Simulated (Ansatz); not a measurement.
# Ni3GeC (Pm-3m): following an unstable mode, part 3 of 3

Aim: this structure of Ni3GeC (Pm-3m) is to be tested for unstable modes, and one is followed downhill.

Ansatz 0.2.0; DFT PBEsol, scalar-relativistic, plane waves, PAW; PAW set soft_1.

So far. Step 5 (Energy along the mode, all amplitudes (two of the runs …): The lowest of the steps tried is at 0.14 Å, 7.38 meV/atom below the parent; the bottom of the well need not coincide with a step. Step 7 (The new phase in its own primitive cell): The largest force component left is 0.27 meV/Å and the pressure is -0.001 GPa, within the tolerances set. The cell now holds 10.70 Å³/atom. The relaxed cell has a = 3.755, c = 7.590 Å (conventional setting).

**8. Modes of the new phase, k-mesh 10×10×6**

A relaxed structure may still be a saddle point, so its zone-centre modes are computed. No field response is asked, since the mesh shows no gap.

input.yaml reads:

```yaml
crystal:
  lattice:
    - [3.7546118328, 0.0, 0.0]
    - [0.0, 3.7546118328, 0.0]
    - [0.0, 0.0, 7.589555401]
  atoms:
    - { symbol: Ni, position: [0.0, 0.5, 0.2257543461] }
    - { symbol: Ni, position: [0.0, 0.5, 0.7742456539] }
    - { symbol: Ni, position: [0.5, 0.5, 0.0] }
    - { symbol: Ni, position: [0.5, 0.5, 0.5] }
    - { symbol: Ni, position: [0.5, 0.0, 0.2257543461] }
    - { symbol: Ni, position: [0.5, 0.0, 0.7742456539] }
    - { symbol: Ge, position: [0.0, 0.0, 0.5] }
    - { symbol: Ge, position: [0.0, 0.0, 0.0] }
    - { symbol: C, position: [0.5, 0.5, 0.2528988562] }
    - { symbol: C, position: [0.5, 0.5, 0.7471011438] }
kpoints:
  mp_grid: { grid: [10, 10, 6] }
hamiltonian:
  xc: pbesol
  pseudopotentials: { kind: paw, azcp: { folder: soft_1 }, xc_functional: pbe }
scf:
  occupations: { method: methfessel_paxton, width: 0.2 }
output:
  eigenvalues: true
phonons:
  method: dfpt
```

The run is started by

```console
ansatz run input.yaml --threads 4 --pin off --max-ram 10240MiB --backend cpu --events-out ev --progress --plain --runs-dir out
```

Numbers of over 12 decimals in the logs are rounded to 6 here.

What it wrote:

```text
zone centre: on kpoints.mp_grid the ground state, and the responses unless they are solved on pairs of k-points, stand on 144 of the mesh's 600 k-points, reduced under 4 symmetry operations, with k and −k counted as one. Each operation leaves every solved displacement unchanged or reverses it
[...]
Crystal: 10 atoms, lattice volume = 106.991 Å³
Basis set: ecut = 420 eV, 2073 PW (Γ), exchange–correlation on 54×54×108 points (8 copies of the dense FFT grid, shifted against one another)
Bands: 87, of which v1, the nominal top of the filled ones, is band 72 counted from 1 (71 counted from 0)
Symmetry: 16 space group operations
k-points: 144 of 600 (irreducible under 4 space group operations, time reversal used)
[...]
SCF iter   1: F=—  HF=-43833.850270 eV  |F-HF|=—  |Δ(HF+E_count)|=         —  Δρ=1.15e-1  dr2=1.98e1  ethr=3.10e-3  ⟨swp⟩=5.0  Hψ=37962  notcnv=0  defer=66
[...]
SCF iter  17: F=-43830.003183 eV  HF=-43830.003183 eV  |F-HF|=0.00e0  |Δ(HF+E_count)|=  1.46e-11  S|Δr|=    0.00e0  Δρ=6.38e-8  dr2=6.25e-12  ethr=1.00e-12  ⟨swp⟩=11.4  Hψ=65827  notcnv=0
SCF 1 converged in 17 iterations: F = -43830.003183 eV  dr2 = 6.25e-12
[...]
DFPT response loops at Γ: preconditioner auto → Kerker (q_TF=auto, 2.867 Å⁻¹) (partly filled bands, converged f_vac=0.000); β = 1.00, the filter's whole step (`scf.mixing.beta` (0.50) is not read by the response loops under this deck's `scf.mixing.preconditioner`; to damp them name `kerker` or `kerker_dos`, under which they read `scf.mixing.beta`, and type it under 1.00, their step now; both keys bind the ground state too); Broyden in place of MSR1
SCF converged after 17 iterations
[...]
Free energy (F): -43830.003183 eV
[...]
Internal energy: -43830.005857 eV  (E = F + TS)
E sigma→0 (E₀):  -43830.003851 eV
Entropy (-TS):   0.002674 eV (0.267 meV/atom)
Fermi energy:    16.702935 eV
[...]
--- Band table (eV; the first three rows and the last of 144) ---
  k-point 0: bands = [... 68 lower, 15.6950, 15.9223, 16.8811, 16.8811, 17.0202, 17.5436, 17.9673, 18.2935, ... 11 higher]
  k-point 1: bands = [... 68 lower, 15.6949, 15.8979, 16.7976, 16.7976, 17.0223, 17.3526, 18.1967, 18.3553, ... 11 higher]
  k-point 2: bands = [... 68 lower, 15.6949, 15.8271, 16.6168, 16.6168, 17.0478, 17.1918, 18.4314, 18.4942, ... 11 higher]
  k-point 143: bands = [... 68 lower, 15.9424, 15.9424, 15.9843, 15.9843, 16.8639, 16.9824, 17.7534, 18.0101, ... 11 higher]
--- Phonons (Γ-DFPT): 13 representative perturbations + reference, on 144 of 600 k-points (Σ response iterations 114) ---
  k mesh reduced under 4 symmetry operations, with k and −k counted as one. Each operation leaves every solved displacement unchanged or reverses it
  ASR residual: 4.343e-5 → 0.000e0 eV/Å²; symmetrization residual: 4.562e-6 eV/Å²
  ASR residual per site (eV/Å²): 4.34e-5 4.34e-5 5.31e-6 3.47e-5 4.34e-5 4.34e-5 1.34e-5 2.06e-5 5.57e-6 5.57e-6
  Γ frequencies (cm⁻¹): -118.52 -118.52 0.00 0.00 0.00 47.10 47.10 55.89 55.89 67.21 68.98 100.44 100.44 111.18 127.12 150.99 150.99 162.55 162.55 175.48 187.47 199.92 199.92 281.35 606.65 607.91 607.91 612.07 612.07 699.80
  non-analytic LO–TO correction: not included (Born effective charges unavailable; polar crystals: no LO–TO splitting at Γ)
```

The job ended after 24 min (4 threads of Arm Neoverse V2, shared host; peak memory 4.2 GiB).

Numbers from this step:

| Property | Result |
| --- | --- |
| sum-rule residual before enforcement | 4.34e-5 eV/Å² |
| point group | 4/mmm |
| highest optical mode at the zone centre (no LO-TO term) | 699.8 cm⁻¹ |
| lowest optical zone-centre mode | -118.5 cm⁻¹ |

Patterns of degenerate modes are one choice out of their space. The modes at Γ (shares of kinetic energy by element, %) (negative means imaginary):

```csv
mode,frequency (cm⁻¹),symmetry,Ni %,Ge %,C %
1,-118.5,Eu,95,2,3
2,-118.5,Eu,95,2,3
3,0.0,acoustic,68,28,5
4,0.0,acoustic,68,28,5
5,0.0,acoustic,68,28,5
6,47.1,Eu,94,4,2
7,47.1,Eu,94,4,2
8,55.9,Eg,99,0,1
9,55.9,Eg,99,0,1
10,67.2,B2u,100,0,0
11,69.0,B1g,100,0,0
12,100.4,Eu,16,84,0
13,100.4,Eu,16,84,0
14,111.2,A2u,18,82,0
15,127.1,A1g,100,0,0
16,151.0,Eu,18,81,1
17,151.0,Eu,18,81,1
18,162.6,Eg,85,0,15
19,162.6,Eg,85,0,15
20,175.5,A2u,38,57,5
21,187.5,A2u,62,33,5
22,199.9,Eu,91,1,8
23,199.9,Eu,91,1,8
24,281.4,A2u,100,0,0
25,606.6,A2u,15,0,85
26,607.9,Eu,18,0,82
27,607.9,Eu,18,0,82
28,612.1,Eg,16,0,84
29,612.1,Eg,16,0,84
30,699.8,A1g,0,0,100
```

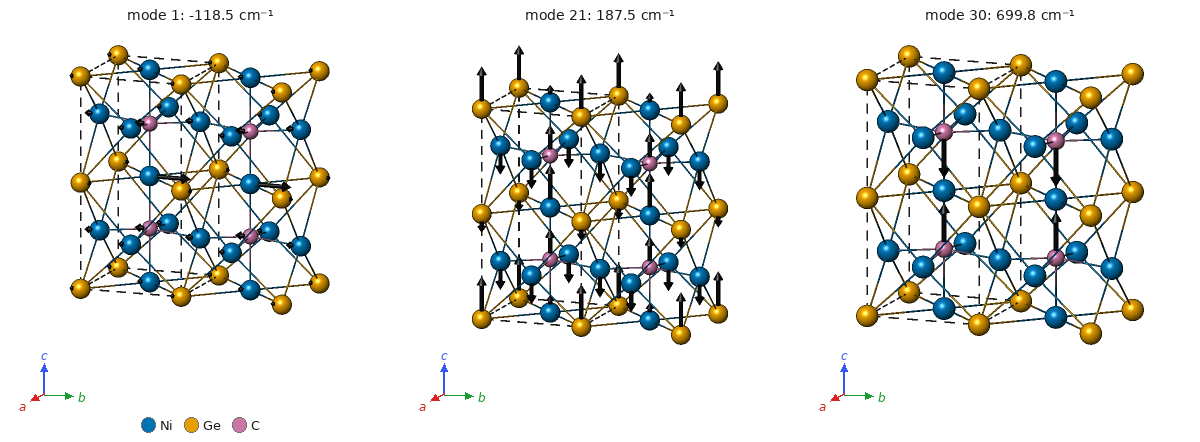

Displacement patterns of modes 1, 21 and 30 at Γ; arrows are exaggerated. 1×2×1 cells are drawn. Some periodic images of atoms are drawn too.

Before it was imposed, the acoustic sum rule was missed by 4.3e-5 eV/Å². Small misses are needed for a sound result but don't prove that mesh and cutoff are converged. The lowest optical mode is imaginary, 118.5i cm⁻¹, so the energy falls along it.

**9. Summary of results**

- unstable mode of the parent: q = (0, 0, -0.5), 130i cm⁻¹
- depth at the lowest point sampled: 7.38 meV/atom
- largest atomic shift at that point: 0.14 Å
- space group reached (within 0.01 Å): P4/mmm
- energy gained over the parent (first relaxation, on the mesh of the frozen mode): 8.99 meV/atom
- volume per atom, phase reached: 10.7 Å³
- lowest optical zone-centre mode, phase reached: -119 cm⁻¹
- highest optical mode at the zone centre (no LO-TO term), phase reached: 700 cm⁻¹

In words: Along this mode the structure falls into P4/mmm, 8.99 meV/atom below the parent. At the parent's cell the well is 7.381 meV/atom deep on the steps tried, with its lowest point at a shift of 0.14 Å. Relaxing atoms and cell changes the gain by +1.61 meV/atom against the lowest step (energies at zero smearing). The new phase still has an imaginary mode at the zone centre of its cell, so it is a saddle point on the way to a lower structure. Of the 2 patterns followed to their end from this parent, this one ends 36.7 meV/atom above the lowest, P4/mbm. Each path keeps the symmetry of its pattern, so a lower phase may lie along a pattern not tried. The q mesh stands for a supercell only 7.5 Å across, so branches between the solved wavevectors are rough. With no gap, or one that is small against the smearing, the frequencies hang on the k mesh and the smearing, most of all near Kohn anomalies. The phonon runs are without spin polarisation, although Ni often carries a moment. The PAW files were made for PBE and serve the other functionals too. A phonon run warned that its eigensolver left some bands unconverged in a pass.

[Logs are printed without paths, hosts, clocks, repeated set-up lines and the standing remarks that a program may print on its own settings, such as how far it seeks lower states.]

[Hosts, paths, dates, database ids (printed as entryN), source tags and the programs' standing remarks are cut or masked in the printed files.]
